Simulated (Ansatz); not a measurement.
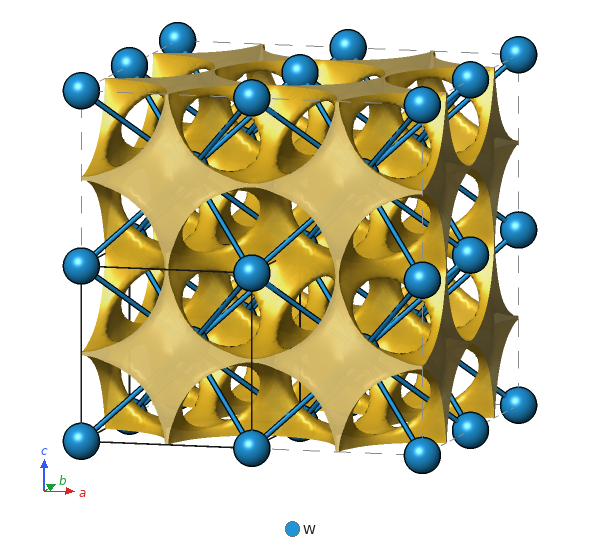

The yellow surface encloses the points that the centre of a probe sphere of radius 0.15 Å can occupy in W (Im-3m, No. 229), computed on a grid of about 0.13 Å (2×2×2 cells shown, view slightly off an axis; pale faces close the region where the box cuts it).

Atoms are hard spheres with touching radii (half the shortest distance): W 1.37 Å.

Origin of the cell: the geometry relaxed with Ansatz, DFT, PAW plane waves, r2scan.

```
W
1.0
     3.16891    0.00000    0.00000
     0.00000    3.16891    0.00000
     0.00000    0.00000    3.16891
W
2
Direct
  0.00000 0.00000 0.00000
  0.50000 0.50000 0.50000
```

> Do these regions connect?

Where they connect, they form a three-dimensional network.

> What share of the cell can the probe's centre reach?

About 12 % of the volume (4 Å³ of 31.8 Å³).

> Give the largest included and the largest free sphere.

The largest sphere that fits anywhere has a diameter of 0.80 Å; the largest that can travel through the crystal, about 0.6 Å.

> How does the connectivity change as the probe shrinks?

Below a radius of about 0.31 Å the space forms a three-dimensional network. These are grid estimates, good to about 0.05 Å.
